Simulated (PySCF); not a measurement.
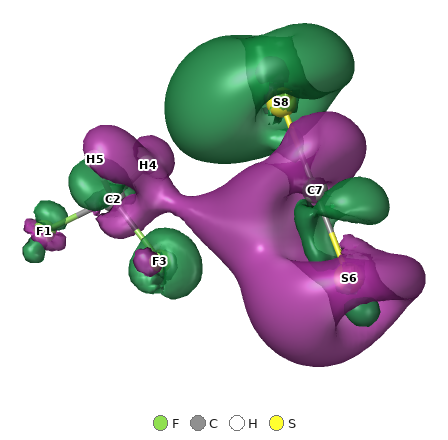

Figure. C$_{2}$H$_{2}$F$_{2}$S$_{2}$, SMILES `FCF.S=C=S`. Density of the complex less the densities of the two fragments at the same geometry, ±0.0008 e/Å³ (green: gain, purple: loss). Fragment A: H2CF2 (atoms 1–5); fragment B: CS2.

Computed with PySCF, PBE/6-311+G**, geometry: GFN2-xTB. GFN2-xTB bond lengths at metals and heavier atoms can be off by up to 0.1 Å and shapes distorted, which carries into these values.

Coordinates in Å:

```
F1      -3.4997   -0.2954    0.0687
C2      -2.2532    0.1908   -0.0498
F3      -1.3970   -0.8473   -0.0413
H4      -2.1643    0.7141   -1.0117
H5      -2.0374    0.8342    0.8141
S6       2.2015   -1.2387    0.0083
C7       1.6237    0.1962    0.0068
S8       1.0515    1.6396    0.0048
```

### Which way does charge flow?

Hirshfeld charges show almost no net transfer (under 0.005 e). By Hirshfeld charges, electrons gather most on S8 (−0.021 e) and leave S6 most (+0.017 e); 0.03 e is displaced in all, which induces a dipole of 0.39 D.

### What is the interaction energy, and which contacts carry it?

The counterpoise-corrected interaction energy of the frozen fragments is 0.0 kcal/mol without dispersion correction and −1.1 kcal/mol with D3(BJ). The pair geometry is semi-empirical, not a minimum at this level. Contacts: F3···C7, 3.20 Å, ρ = 0.005 a.u., a bond path close to vanishing (ellipticity 2.9); C2···S8, 3.61 Å, ρ = 0.004 a.u., a bond path close to vanishing (ellipticity 1.8). The pose is a local one from a semi-empirical search, not shown to be the most stable.
